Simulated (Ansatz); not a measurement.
CH8B2SSi: geometry relaxation (part 2 of 3)

CH8B2SSi, SMILES BSCB[SiH3]; RKS PBE-D4/def2-SVP (Ansatz 0.2.0). The geometry: force-field start.

Geometry of the input (Å):
```
B  -0.9000  2.2703  1.5624
S  -0.6480  0.4542  1.4434
C  -0.6054  0.4407  -0.3899
B  -0.2256  -1.0293  -0.8916
Si 1.3970  -1.9285  -0.5463
H  -0.0343  3.0759  1.6123
H  -2.0257  2.7364  1.5416
H  0.2812  1.1183  -0.7439
H  -1.5381  0.8033  -0.7500
H  -1.1032  -1.5871  -1.5320
H  1.3877  -3.2511  -1.1340
H  2.5098  -1.1041  -1.0655
H  1.5251  -2.0337  0.9084
```

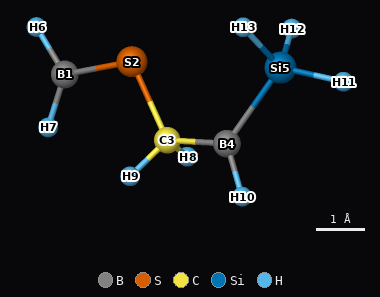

Fig. 1: The geometry at step 14 of the log (ball-and-stick view, seen at a tilt; atoms are numbered from 1 in the order of the input).

**Trajectory as extended XYZ, continued**
```
13
Properties=species:S:1:pos:R:3:forces:R:3 step=2 energy=-21210.67146
B    -0.8827    2.2434    1.5133   -0.2980   0.0791   0.2383
S    -0.6084    0.4221    1.4491    0.2008  -0.2252   0.3073
C    -0.6381    0.4795   -0.4007    0.8065   0.1277  -0.3340
B    -0.3028   -0.9969   -0.8911   -0.9970   0.5780  -0.2698
Si    1.3887   -1.9170   -0.5042    0.6056  -0.2316   0.3113
H     0.0498    3.0119    1.5946    0.1889   0.0236  -0.0929
H    -2.0211    2.6861    1.5344    0.0532  -0.0527  -0.1826
H     0.1925    1.1534   -0.7791   -0.3936  -0.2428   0.1810
H    -1.6015    0.8571   -0.7568   -0.4008   0.1563  -0.1900
H    -1.1590   -1.5296   -1.5843    0.0654  -0.0195   0.0435
H     1.4746   -3.2715   -1.1170    0.0225  -0.2611  -0.1356
H     2.5483   -1.1099   -1.0174    0.0931   0.1219  -0.0591
H     1.5803   -2.0631    0.9740    0.0533  -0.0536   0.1825
13
Properties=species:S:1:pos:R:3:forces:R:3 step=4 energy=-21210.80220
B    -0.8124    2.1332    1.4632    0.1145   0.0203  -0.1266
S    -0.4501    0.3206    1.4628   -0.0416   0.2429   0.1457
C    -0.6774    0.5319   -0.3882   -0.2549  -0.0167  -0.0844
B    -0.3816   -0.9349   -0.8992    0.1182  -0.0901   0.0109
Si    1.3730   -1.8817   -0.4381    0.0181  -0.0197  -0.0358
H     0.1298    2.9135    1.5506   -0.1858  -0.1090   0.1396
H    -1.9516    2.5395    1.2750    0.1575  -0.1134  -0.0554
H     0.0910    1.2358   -0.7697    0.1247   0.0862  -0.0735
H    -1.6900    0.9195   -0.6458    0.1171  -0.0881   0.0726
H    -1.2125   -1.4746   -1.6106   -0.0291  -0.0047   0.0542
H     1.5137   -3.2301   -1.1130   -0.0337   0.1206   0.0297
H     2.5225   -1.0165   -0.9194   -0.0622  -0.0256   0.0338
H     1.5662   -2.0909    1.0473   -0.0429  -0.0027  -0.1107
13
Properties=species:S:1:pos:R:3:forces:R:3 step=5 energy=-21210.84154
B    -0.7920    2.1304    1.4068    0.2343   0.0144   0.2970
S    -0.3976    0.3311    1.4814   -0.1202   0.3893   0.0337
C    -0.6794    0.5347   -0.3681    0.0001  -0.0852  -0.1950
B    -0.3878   -0.9354   -0.8664    0.1373  -0.0426  -0.0701
Si    1.3749   -1.8767   -0.4478   -0.0600   0.0666  -0.0556
H     0.1106    2.9335    1.6290   -0.2240  -0.1434   0.0173
H    -1.9172    2.4984    1.1158    0.1066  -0.0613  -0.1032
H     0.0772    1.2479   -0.7722   -0.0274  -0.0391  -0.0281
H    -1.7016    0.9070   -0.5889    0.0364  -0.0424   0.0201
H    -1.2338   -1.4827   -1.5516   -0.0735  -0.0330   0.0792
H     1.5133   -3.1903   -1.1746    0.0065   0.0229  -0.0130
H     2.5217   -0.9860   -0.8745   -0.0162  -0.0193   0.0266
H     1.5321   -2.1469    1.0261    0.0000  -0.0268  -0.0090
13
Properties=species:S:1:pos:R:3:forces:R:3 step=6 energy=-21210.92073
B    -0.7517    2.1531    1.4109    0.2027   0.1962   0.2954
S    -0.3717    0.3701    1.4795   -0.0244   0.3673  -0.1967
C    -0.6934    0.5219   -0.3777   -0.0873  -0.3747  -0.2270
B    -0.4000   -0.9514   -0.8508    0.0806  -0.0966  -0.0423
Si    1.3752   -1.8675   -0.4587   -0.0009   0.0686  -0.0964
H     0.1013    2.9576    1.7657   -0.2368  -0.0981   0.1261
H    -1.8206    2.4983    0.9411    0.1130   0.0534  -0.0142
H     0.0274    1.2459   -0.8234   -0.0197  -0.0493   0.0664
H    -1.7312    0.8617   -0.5594    0.0089   0.0221  -0.0080
H    -1.2787   -1.5350   -1.4623   -0.0350  -0.0376   0.0624
H     1.5619   -3.1279   -1.2640    0.0092   0.0052   0.0027
H     2.5186   -0.9335   -0.7868   -0.0060  -0.0215   0.0343
H     1.4835   -2.2280    1.0008   -0.0043  -0.0351  -0.0026
13
Properties=species:S:1:pos:R:3:forces:R:3 step=7 energy=-21211.05693
B    -0.7315    2.2230    1.4295    0.1733   0.2828   0.6128
S    -0.3453    0.4434    1.4520    0.0430   0.6362  -0.4361
C    -0.7087    0.4885   -0.4067    0.0493  -0.4879  -0.1745
B    -0.4010   -0.9931   -0.8479   -0.1001  -0.0002  -0.1162
Si    1.3862   -1.8811   -0.4828    0.0498   0.0779  -0.0064
H     0.0625    3.0202    1.9460   -0.4449  -0.2946  -0.0087
H    -1.7795    2.5749    0.8977    0.3735   0.0230  -0.0700
H     0.0006    1.2089   -0.8861   -0.1489  -0.1602   0.1392
H    -1.7520    0.8122   -0.5778   -0.0221   0.0602   0.0036
H    -1.2970   -1.6015   -1.4140    0.0413  -0.0544   0.0691
H     1.5963   -3.1159   -1.3191    0.0263   0.0011  -0.0160
H     2.5276   -0.9212   -0.7439   -0.0369  -0.0594   0.0233
H     1.4623   -2.2931    0.9680   -0.0036  -0.0246  -0.0200
13
Properties=species:S:1:pos:R:3:forces:R:3 step=9 energy=-21211.49880
B    -0.6999    2.3538    1.5339    0.1185  -0.2423  -0.0977
S    -0.2092    0.6250    1.3381    0.0091   0.7669  -0.3630
C    -0.7524    0.4028   -0.4652    0.1029  -0.1130   0.4180
B    -0.4215   -1.0749   -0.8821   -0.1266   0.0712  -0.0004
Si    1.3898   -1.8993   -0.5036    0.0715  -0.0336   0.0023
H    -0.0829    3.0837    2.3024   -0.3613  -0.3201   0.0969
H    -1.6198    2.7289    0.8154    0.3272   0.1393   0.0854
H    -0.0885    1.1144   -1.0096   -0.1329  -0.1569  -0.0799
H    -1.8040    0.7281   -0.5761   -0.0212   0.0020   0.0107
H    -1.3048   -1.7219   -1.4177    0.0504  -0.0768  -0.0463
H     1.6553   -3.1087   -1.3602    0.0265  -0.0158  -0.0112
H     2.5238   -0.9204   -0.7003   -0.0395  -0.0052   0.0047
H     1.4347   -2.3460    0.9399   -0.0247  -0.0157  -0.0196
13
Properties=species:S:1:pos:R:3:forces:R:3 step=10 energy=-21211.65608
B    -0.6690    2.3798    1.5385   -0.3161   0.8348   0.0915
S    -0.1168    0.7466    1.2789    0.2366  -0.5379  -0.4915
C    -0.7724    0.3780   -0.4679    0.1851   0.0830   0.5545
B    -0.4367   -1.0981   -0.8758   -0.0069   0.0633  -0.0342
Si    1.3874   -1.9062   -0.5037    0.0131  -0.0603   0.0165
H    -0.1867    3.0415    2.4621   -0.3098  -0.3643  -0.2200
H    -1.5268    2.7904    0.7613    0.2952   0.1855   0.2198
H    -0.1454    1.0691   -1.0789   -0.1150  -0.1524  -0.1602
H    -1.8291    0.7027   -0.5457    0.0323  -0.0313   0.0660
H    -1.2969   -1.7543   -1.4367    0.0190  -0.0298  -0.0415
H     1.6765   -3.1087   -1.3641    0.0022   0.0018  -0.0029
H     2.5103   -0.9151   -0.6908   -0.0262   0.0172   0.0102
H     1.4261   -2.3604    0.9377   -0.0094  -0.0096  -0.0082
13
Properties=species:S:1:pos:R:3:forces:R:3 step=11 energy=-21211.77253
B    -0.6686    2.4455    1.5619   -0.0988   0.2480  -0.1350
S    -0.0582    0.8420    1.1956    0.1480  -0.4008  -0.0906
C    -0.7861    0.3461   -0.4595    0.0544   0.1662   0.4071
B    -0.4289   -1.1167   -0.8827    0.0404  -0.0523   0.0452
Si    1.3902   -1.9289   -0.4904   -0.0045  -0.0014  -0.0121
H    -0.2611    2.9765    2.5803   -0.0648  -0.1459  -0.0754
H    -1.4454    2.9690    0.7911   -0.0393   0.1137   0.0519
H    -0.2290    0.9849   -1.1846   -0.0915  -0.0023  -0.1961
H    -1.8581    0.6223   -0.5040    0.0446   0.0385   0.0294
H    -1.2565   -1.7601   -1.5052    0.0048   0.0405  -0.0622
H     1.7011   -3.1157   -1.3649    0.0005   0.0047   0.0038
H     2.4866   -0.9083   -0.6680    0.0203   0.0044   0.0090
H     1.4343   -2.3911    0.9453   -0.0142  -0.0134   0.0250
13
Properties=species:S:1:pos:R:3:forces:R:3 step=13 energy=-21211.82564
B    -0.6550    2.4856    1.5106   -0.0171  -0.0075   0.0281
S     0.0917    0.9304    1.1394    0.1035  -0.0382  -0.0364
C    -0.7760    0.3174   -0.3696   -0.2248   0.0557   0.1739
B    -0.3705   -1.0765   -0.9318   -0.0244   0.0323  -0.0121
Si    1.3841   -1.9675   -0.4644    0.1114  -0.1409  -0.0158
H    -0.2361    3.0272    2.5128   -0.0005   0.0298  -0.0385
H    -1.5356    2.9486    0.8112    0.0239  -0.0124   0.0349
H    -0.4716    0.9534   -1.2430   -0.0464   0.0839   0.0132
H    -1.8657    0.4914   -0.2242    0.1116  -0.0753  -0.2163
H    -1.1151   -1.5596   -1.7714    0.0094   0.0167   0.0479
H     1.6988   -3.1463   -1.3541    0.0041   0.0515   0.0519
H     2.5236   -0.9792   -0.5661   -0.0329  -0.0180   0.0034
H     1.3478   -2.4594    0.9656   -0.0179   0.0225  -0.0340
13
Properties=species:S:1:pos:R:3:forces:R:3 step=14 energy=-21211.81968 accepted=F
B    -0.6418    2.4725    1.5187   -0.0320  -0.0150   0.0687
S     0.1061    0.9271    1.1126    0.0943   0.0724  -0.0224
C    -0.7827    0.3210   -0.3799   -0.0919   0.3961  -0.2164
B    -0.3546   -1.0612   -0.9442   -0.1253  -0.1983  -0.1106
Si    1.3870   -1.9837   -0.4672    0.0319   0.1258   0.0696
H    -0.1413    3.0626    2.4536   -0.0376  -0.0173   0.0099
H    -1.6101    2.8808    0.9099    0.0388   0.0416  -0.0382
H    -0.5108    0.9976   -1.2457    0.0854  -0.2011   0.1683
H    -1.8759    0.5024   -0.2909    0.0322  -0.1799   0.1160
H    -1.1168   -1.5528   -1.7599    0.0181   0.0006  -0.0455
H     1.7649   -3.1623   -1.3230   -0.0682   0.0106  -0.0396
H     2.5086   -0.9751   -0.5303    0.0395  -0.0337   0.0216
H     1.2877   -2.4635    0.9612    0.0148  -0.0017   0.0183
13
Properties=species:S:1:pos:R:3:forces:R:3 step=15 energy=-21211.83605
B    -0.6440    2.4819    1.5125    0.0123   0.0075   0.0271
S     0.1172    0.9419    1.1097    0.0071  -0.0226  -0.0103
C    -0.7832    0.3226   -0.3745   -0.0966   0.0877  -0.0521
B    -0.3639   -1.0614   -0.9491    0.1487  -0.1079   0.0522
Si    1.3898   -1.9761   -0.4586   -0.0737   0.0486  -0.0336
H    -0.1796    3.0514    2.4782   -0.0151   0.0042  -0.0083
H    -1.5714    2.9163    0.8598    0.0025   0.0058   0.0059
H    -0.5167    0.9900   -1.2389   -0.0460  -0.0241   0.0310
H    -1.8802    0.4478   -0.2449    0.0750   0.0130   0.0000
H    -1.1140   -1.5445   -1.7806    0.0030  -0.0026  -0.0110
H     1.7291   -3.1447   -1.3454   -0.0041   0.0011   0.0076
H     2.5284   -0.9862   -0.5189   -0.0005  -0.0132  -0.0003
H     1.3091   -2.4738    0.9657   -0.0127   0.0024  -0.0080
13
Properties=species:S:1:pos:R:3:forces:R:3 step=16 energy=-21211.83613
B    -0.6324    2.4775    1.5117   -0.1175   0.2038   0.0496
S     0.1264    0.9459    1.0840    0.0172  -0.0213  -0.0131
C    -0.7902    0.3236   -0.3926    0.0546  -0.0171   0.0566
B    -0.3424   -1.0581   -0.9682   -0.0031   0.0443   0.0036
Si    1.3934   -1.9806   -0.4540   -0.0331   0.0193  -0.0058
H    -0.1698    3.0545    2.4751    0.0492  -0.0719  -0.0077
H    -1.5734    2.9440    0.8937    0.0648  -0.1158  -0.0248
H    -0.5866    1.0205   -1.2447   -0.0160  -0.0011  -0.0296
H    -1.8830    0.4006   -0.2178   -0.0226  -0.0105  -0.0202
H    -1.0835   -1.5320   -1.8137    0.0175  -0.0295  -0.0058
H     1.7306   -3.1628   -1.3229   -0.0076   0.0009   0.0016
H     2.5438   -1.0055   -0.5099    0.0044  -0.0012  -0.0011
H     1.2876   -2.4621    0.9742   -0.0078   0.0000  -0.0035
13
Properties=species:S:1:pos:R:3:forces:R:3 step=18 energy=-21211.83997
B    -0.6387    2.4833    1.5164    0.0026   0.0033   0.0032
S     0.1824    1.0008    1.0257    0.0346   0.0098  -0.0279
C    -0.7687    0.3473   -0.4133   -0.0521  -0.0370   0.0515
B    -0.3310   -1.0428   -0.9719    0.0543  -0.0005  -0.0153
Si    1.3928   -1.9785   -0.4506   -0.0256  -0.0073   0.0037
H    -0.1404    3.0660    2.4559   -0.0042  -0.0033   0.0159
H    -1.6354    2.8745    0.9448   -0.0085   0.0035  -0.0143
H    -0.6241    1.0373   -1.2825   -0.0006   0.0046  -0.0020
H    -1.8576    0.3897   -0.1989   -0.0047   0.0266  -0.0082
H    -1.0835   -1.5429   -1.7921    0.0013  -0.0008  -0.0058
H     1.7309   -3.1488   -1.3352   -0.0016  -0.0025   0.0032
H     2.5642   -1.0292   -0.4451    0.0039   0.0104  -0.0044
H     1.2295   -2.4916    0.9618    0.0005  -0.0069   0.0003
13
Properties=species:S:1:pos:R:3:forces:R:3 step=19 energy=-21211.84055
B    -0.6348    2.4861    1.5130   -0.0307  -0.0417   0.0383
S     0.1954    1.0104    1.0143   -0.0039   0.0178  -0.0151
C    -0.7700    0.3469   -0.4106   -0.0023   0.0050  -0.0183
B    -0.3260   -1.0389   -0.9756    0.0150   0.0020  -0.0139
Si    1.3916   -1.9805   -0.4480   -0.0128  -0.0041   0.0077
H    -0.1436    3.0612    2.4615    0.0050   0.0184  -0.0179
H    -1.6419    2.8653    0.9490    0.0199   0.0107  -0.0046
H    -0.6376    1.0377   -1.2826    0.0007  -0.0181   0.0151
H    -1.8581    0.3878   -0.1904    0.0065   0.0075   0.0098
H    -1.0712   -1.5327   -1.8064   -0.0027   0.0010   0.0017
H     1.7240   -3.1585   -1.3243   -0.0003  -0.0008  -0.0018
H     2.5659   -1.0338   -0.4524    0.0014   0.0003   0.0008
H     1.2269   -2.4855    0.9674    0.0041   0.0021  -0.0019
13
Properties=species:S:1:pos:R:3:forces:R:3 step=20 energy=-21211.84069
B    -0.6373    2.4799    1.5246   -0.0789  -0.0153  -0.0768
S     0.2108    1.0246    0.9976    0.0410  -0.0050   0.0255
C    -0.7641    0.3521   -0.4165   -0.0016   0.0123  -0.0015
B    -0.3238   -1.0363   -0.9783    0.0035  -0.0028   0.0044
Si    1.3894   -1.9829   -0.4473   -0.0028  -0.0041   0.0053
H    -0.1510    3.0735    2.4622    0.0336  -0.0076   0.0193
H    -1.6539    2.8407    0.9647    0.0072   0.0099   0.0216
H    -0.6358    1.0356   -1.2942   -0.0005   0.0036   0.0039
H    -1.8502    0.3972   -0.1884   -0.0022   0.0022  -0.0004
H    -1.0717   -1.5309   -1.8062   -0.0018   0.0050   0.0017
H     1.7165   -3.1659   -1.3190   -0.0009   0.0002   0.0007
H     2.5683   -1.0420   -0.4549    0.0027   0.0014  -0.0015
H     1.2233   -2.4803    0.9707    0.0006   0.0002  -0.0023
13
Properties=species:S:1:pos:R:3:forces:R:3 step=22 energy=-21211.84152
B    -0.6489    2.4767    1.5258    0.0003  -0.0015  -0.0028
S     0.2360    1.0562    0.9673    0.0213  -0.0103   0.0026
C    -0.7510    0.3634   -0.4278   -0.0154   0.0110  -0.0124
B    -0.3131   -1.0281   -0.9840    0.0061   0.0031  -0.0068
Si    1.3883   -1.9897   -0.4425   -0.0306   0.0203  -0.0034
H    -0.1460    3.0709    2.4557   -0.0007   0.0033   0.0039
H    -1.6911    2.8154    1.0031   -0.0101   0.0029   0.0026
H    -0.6516    1.0483   -1.3079   -0.0023  -0.0125   0.0095
H    -1.8337    0.3925   -0.1787    0.0042   0.0038  -0.0069
H    -1.0619   -1.5196   -1.8132   -0.0016   0.0012   0.0043
H     1.7013   -3.1817   -1.3025    0.0072  -0.0357  -0.0253
H     2.5782   -1.0658   -0.4574    0.0236   0.0235   0.0013
H     1.2139   -2.4732    0.9770   -0.0020  -0.0092   0.0333
13
Properties=species:S:1:pos:R:3:forces:R:3 step=23 energy=-21211.84191
B    -0.6527    2.4720    1.5308   -0.0273  -0.0215  -0.0241
S     0.2590    1.0801    0.9401    0.0069   0.0207   0.0052
C    -0.7402    0.3735   -0.4395   -0.0193   0.0083  -0.0045
B    -0.3074   -1.0225   -0.9884    0.0004  -0.0010   0.0000
Si    1.3860   -1.9936   -0.4388   -0.0296   0.0269  -0.0074
H    -0.1471    3.0744    2.4538    0.0059   0.0022   0.0061
H    -1.7191    2.7832    1.0362    0.0274  -0.0067   0.0127
H    -0.6566    1.0536   -1.3246   -0.0017  -0.0090   0.0112
H    -1.8200    0.3983   -0.1760    0.0070   0.0042  -0.0127
H    -1.0603   -1.5151   -1.8134    0.0011   0.0013   0.0027
H     1.6899   -3.1933   -1.2914    0.0085  -0.0368  -0.0236
H     2.5830   -1.0792   -0.4574    0.0250   0.0225  -0.0005
H     1.2061   -2.4660    0.9835   -0.0042  -0.0112   0.0349
13
Properties=species:S:1:pos:R:3:forces:R:3 step=24 energy=-21211.84201
B    -0.6591    2.4620    1.5402   -0.0666  -0.0567  -0.0818
S     0.2947    1.1184    0.8956   -0.0578   0.0844   0.0226
C    -0.7239    0.3896   -0.4589   -0.0199   0.0002   0.0075
B    -0.3014   -1.0154   -0.9933    0.0100   0.0021  -0.0033
Si    1.3819   -1.9984   -0.4327   -0.0292   0.0256  -0.0080
H    -0.1497    3.0753    2.4536    0.0120   0.0003   0.0094
H    -1.7598    2.7331    1.0879    0.1173  -0.0362   0.0405
H    -0.6611    1.0598   -1.3528   -0.0022  -0.0063   0.0127
H    -1.7992    0.4110   -0.1754    0.0128   0.0092  -0.0175
H    -1.0596   -1.5094   -1.8128    0.0004  -0.0016   0.0057
H     1.6725   -3.2117   -1.2716    0.0070  -0.0278  -0.0160
H     2.5894   -1.0975   -0.4603    0.0198   0.0177  -0.0023
H     1.1956   -2.4516    0.9953   -0.0035  -0.0109   0.0305
13
Properties=species:S:1:pos:R:3:forces:R:3 step=25 energy=-21211.84256
B    -0.6568    2.4606    1.5389   -0.0661  -0.0105  -0.0414
S     0.2886    1.1122    0.9010   -0.0141   0.0258  -0.0009
C    -0.7276    0.3877   -0.4575   -0.0122   0.0007   0.0028
B    -0.3037   -1.0164   -0.9928    0.0005  -0.0045   0.0054
Si    1.3817   -1.9957   -0.4324   -0.0161   0.0185  -0.0084
H    -0.1470    3.0704    2.4547    0.0074   0.0007   0.0063
H    -1.7509    2.7385    1.0805    0.0750  -0.0217   0.0300
H    -0.6585    1.0584   -1.3506   -0.0006  -0.0036   0.0079
H    -1.8039    0.4125   -0.1794    0.0097   0.0077  -0.0118
H    -1.0622   -1.5126   -1.8105    0.0023   0.0002   0.0016
H     1.6767   -3.2076   -1.2731    0.0042  -0.0186  -0.0104
H     2.5865   -1.0903   -0.4594    0.0138   0.0108  -0.0010
H     1.1976   -2.4523    0.9956   -0.0039  -0.0054   0.0198
```
